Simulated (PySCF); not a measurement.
CH$_{3}$Cl$_{2}$In, SMILES `C[In](Cl)Cl`.

Computed with PySCF, ωB97X/def2-TZVP, geometry: GFN2-xTB. Core potentials replace the inner electrons of In; spin–orbit coupling isn't included. No frequency check shows the geometry to be a minimum. GFN2-xTB bond lengths at metals and heavier atoms can be off by up to 0.1 Å and shapes distorted, which carries into these values.

Cartesian coordinates (Å):

```
C1       0.0201    2.4725   -0.0017
In2      0.0007    0.2426    0.0005
Cl3      1.9168   -1.0441   -0.0004
Cl4     -1.9294   -1.0233   -0.0004
H5      -0.2973    2.8121    0.9807
H6       1.0328    2.7975   -0.2170
H7      -0.6757    2.8132   -0.7628
```

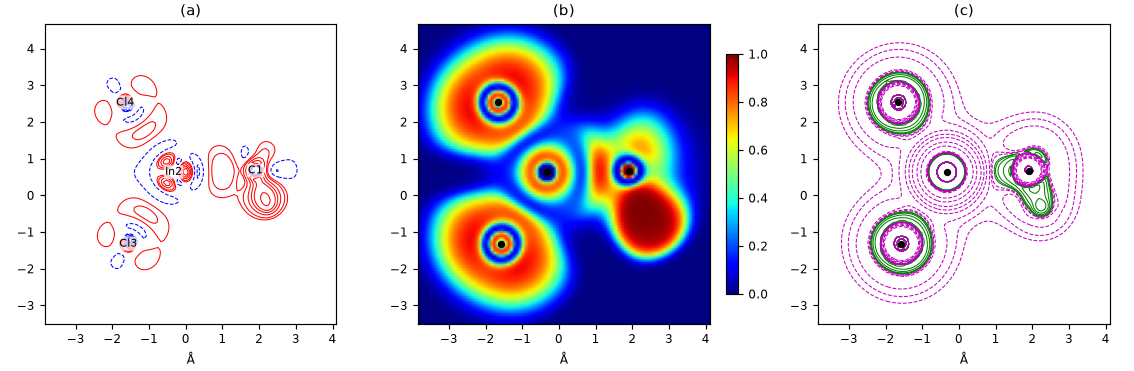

Three fields in the plane of C1, In2, Cl3 and Cl4. (a): solid red lines positive, dashed blue lines negative. (c): solid green lines positive, dashed magenta lines negative.

The panels show, in some order, the deformation density, electron localisation function (ELF) and negative Laplacian of the density (−∇²ρ). Which is which?

(a) is the deformation density: it has both signs, with gains where valence electrons gather and losses around them. (b) is the electron localisation function (ELF): it runs from 0 to 1 and is close to 1 over wide basins that fill the valence regions. (c) is the negative Laplacian of the density (−∇²ρ): shells alternate in sign around each nucleus and valence concentrations outline the bonding and non-bonding pairs.
